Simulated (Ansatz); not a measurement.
# A vacancy of Zn at several sites of amorphous Hg20Zn15S35 (70 atoms): runs compared

Aim: make a vacancy of Zn at several sites of amorphous Hg20Zn15S35 (70 atoms), relax each, and compare their energies.

Computed with Ansatz 0.2.0: Kohn-Sham DFT, PBE, PAW (set soft_2), plane waves.

### 1. The cell as built

The cell holds 70 atoms: 20 Hg, 15 Zn and 35 S. Its edges and angles: a = 11.824 Å, b = 11.824 Å, c = 11.824 Å, α = 90.0°, β = 90.0°, γ = 90.0°. 70 atoms (20 Hg, 15 Zn, 35 S) placed at random at 6.14 g/cm³, melted at 2500 K for 10 ps at fixed volume with the Stillinger-Weber II-VI potential (Zhou et al., Phys. Rev. B 88, 085309 (2013)). Quenched from 2500 K to 700 K at 500 K/ps and fixed volume, held 5 ps, then minimised at fixed cell.

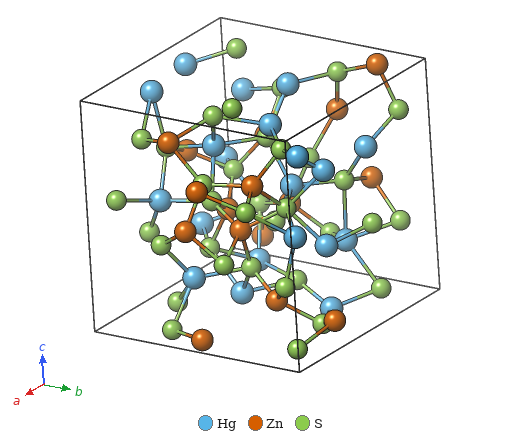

The cell as built. Bonds to atoms that aren't drawn are left out. Some periodic images of atoms are drawn too.

Limits known from the start: The quench rate of 500 K/ps far exceeds what a furnace or splat quench reaches, so expect more defects and frozen-in strain than in a real sample. The starting topology of bonds comes from the classical model, and needn't be the one that DFT or experiment would give. The Brillouin zone is sampled at Γ only, in a cell whose shortest periodic width is 12 Å. Spin–orbit coupling is left out, which matters for the levels of the heavy elements.

### 2. The reference run

The reference is a single point at the end of the relaxation.

Every defect cell starts from the geometry of this run and is relaxed in the fixed cell.

Its input, with most atom lines left out:

```yaml
crystal:
  lattice:
    - [11.8242, 0.0, 0.0]
    - [0.0, 11.8242, 0.0]
    - [0.0, 0.0, 11.8242]
  atoms:
    - { symbol: Hg, position: [0.77337, 0.40828, 0.17038] }
    - { symbol: Hg, position: [0.09304, 0.73634, 0.25684] }
    - { symbol: Hg, position: [0.03373, 0.99953, 0.67017] }
    - { symbol: Hg, position: [0.98669, 0.21361, 0.30293] }
    - { symbol: Hg, position: [0.2684, 0.50632, 0.86847] }
    - { symbol: Hg, position: [0.35426, 0.71469, 0.05645] }
    - { symbol: Hg, position: [0.30065, 0.03492, 0.89777] }
    [... atom lines 8 to 70 left out ...]
kpoints:
  mp_grid: { grid: [1, 1, 1] }
hamiltonian:
  xc: pbe
scf:
  occupations: { method: fermi_dirac, width: 0.05 }
output:
  forces: true
  stress: true
  populations: true
  dos:
    method: { smearing: { sigma: 0.1 } }
    de: 0.1
    projected: { site_lists: { Hg: [Hg], S: [S], Zn: [Zn] } }
  eigenvalues: true
  write_density: true
  write_potential: true
  volumetric_format: npy
```

- free energy per atom: -5109.1998 eV/atom
- r.m.s. force component: 0.01439 eV/Å
- pressure: 1.915 GPa

Filled and empty levels are parted by 1.19 eV (at Γ alone); a semilocal functional tends to put such gaps too low. In a disordered cell it changes from sample to sample, and tail or defect levels can set it.

### 3. The runs

Each row is one run, on 4 threads of Arm Neoverse V1, shared host. The free energy is the program's total, comparable only between runs with the same functional, potentials and atoms.

| run | atoms | outcome | ionic steps, all passes | free energy (eV) | time | host memory (GiB) |
| --- | --- | --- | --- | --- | --- | --- |
| Single point at the start | 70 | converged | - | -357627.153 | 34 s | 2.3 |
| Relaxation | 70 | converged | 34 | -357643.986 | 10 min | 2.3 |
| Single point at the relaxed geometry | 70 | converged | - | -357643.986 | 41 s | 2.3 |
| Vacancy of Zn, site Zn35 | 69 | converged | 33 | -354324.525 | 14 min | 2.4 |
| Vacancy of Zn, site Zn25 | 69 | converged | 17 | -354322.807 | 7.7 min | 2.4 |
| Vacancy of Zn, site Zn27 | 69 | converged | 29 | -354323.969 | 13 min | 2.4 |
| Vacancy of Zn, site Zn26 | 69 | converged | 29 | -354324.190 | 12 min | 2.4 |
| Vacancy of Zn, site Zn33 | 69 | converged | 14 | -354323.298 | 6.2 min | 2.4 |
| Vacancy of Zn, site Zn34 | 69 | converged | 29 | -354324.256 | 12 min | 2.4 |

The surroundings of site Zn35, the cheapest one, after relaxation: 12 atoms, nearest first, with positions taken from that point. Atoms keep their numbers of the cell before the removal, where the removed atom was number 35.

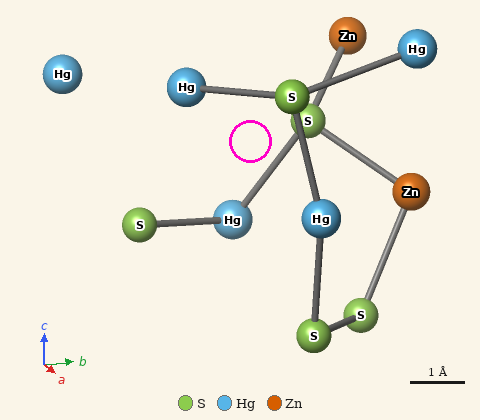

The atoms of the table, within 4.0 Å (arrows a, b, c point along x, y, z); some may hide others. A ring marks the centre wherever it is empty.

| atom | x | y | z | distance (Å) | bonds |
| --- | --- | --- | --- | --- | --- |
| S53 | -0.88 | 1.38 | 0.08 | 1.64 | 3 |
| Hg16 | 0.28 | -1.34 | 1.23 | 1.84 | 1 |
| Hg18 | 2.38 | 0.67 | -0.94 | 2.64 | 3 |
| S49 | -0.68 | -1.97 | -1.64 | 2.65 | 2 |
| Hg14 | -1.83 | 0.19 | -1.98 | 2.70 | 3 |
| S70 | 2.29 | 0.13 | 1.44 | 2.71 | 3 |
| Zn23 | 0.05 | 3.12 | -1.19 | 3.34 | 4 |
| Zn25 | -2.40 | 2.61 | 1.26 | 3.76 | 4 |
| Hg8 | -1.64 | -3.20 | 1.13 | 3.77 | 2 |
| S41 | 1.83 | 0.69 | -3.35 | 3.88 | 2 |
| Hg19 | 2.03 | 2.65 | 2.11 | 3.95 | 3 |
| S39 | 0.27 | 2.07 | -3.45 | 4.03 | 3 |

The column of bonds counts only the pairs S-S within 2.37 Å, S-Hg within 2.98 Å, S-Zn within 2.88 Å; other neighbours, such as metal atoms beside each other in a compound, aren't counted, and periodic images can show an atom twice.

### 4. The sites compared

All these cells hold the same atoms, so their energies can be compared with no chemical potential.

| site | neighbours | mean distance (Å) | atoms within 6 Å | energy over the best site (eV) | before relaxation (eV) | gain on relaxing (eV) |
| --- | --- | --- | --- | --- | --- | --- |
| Zn35 | S3 | 2.28 | 32 | 0.00 | 0.00 | 2.58 |
| Zn34 | S4 | 2.36 | 36 | 0.27 | 0.34 | 2.66 |
| Zn26 | S4 | 2.38 | 39 | 0.34 | 0.19 | 2.44 |
| Zn27 | S4 | 2.42 | 37 | 0.56 | 0.34 | 2.36 |
| Zn33 | S4 | 2.35 | 46 | 1.23 | 0.45 | 1.81 |
| Zn25 | S4 | 2.34 | 40 | 1.72 | 0.44 | 1.31 |

Neighbours are those of the relaxed host within 2.93 Å (S-Zn); other pairs aren't counted.

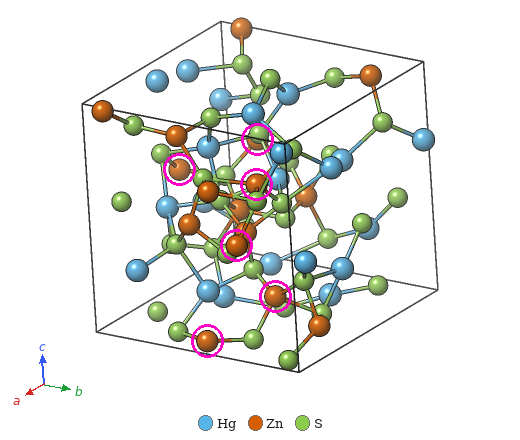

The relaxed cell with the tried sites ringed. Bonds to atoms that aren't drawn are left out. Some periodic images of atoms are drawn too.

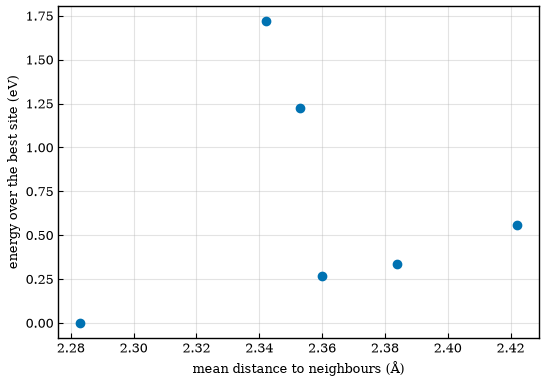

Site energy against the site's surroundings.

### 5. Outcome

The cheapest site is Zn35 (3 neighbours, S3); the dearest, Zn25 (4 neighbours, S4), costs 1.7 eV more. By coordination the energies over the best site are 0.00 eV with 3 neighbours and 0.27 to 1.72 eV with 4 neighbours. At Zn35 (largest move 2.1 Å), Zn34 (largest move 1.9 Å), Zn26 (largest move 1.7 Å), Zn27 (largest move 1.6 Å), Zn33 (largest move 1.7 Å) and Zn25 (largest move 1.6 Å) other atoms changed place, so the end state is more than the plain defect. Relaxation gains 1.3 to 2.7 eV and leaves the best site the same; before relaxing the sites lay within 0.45 eV, so most of the preference arises as the atoms move.

**Limits.** Defects are neutral and interact with their images. In a disordered cell the relaxation can also rearrange atoms far from the site. Only 6 of the 15 Zn sites were tried; unless symmetry makes the others alike to these, a cheaper one may exist. The pressure of 1.9 GPa shows the cell to be compressed for this functional.

The DFT runs together took 77 min of wall time.

[Logs are printed without paths, hosts, clocks, repeated set-up lines and the standing remarks that a program may print on its own settings, such as how far it seeks lower states.]

[Hosts, paths, dates, database ids (printed as entryN), source tags and the programs' standing remarks are cut or masked in the printed files.]
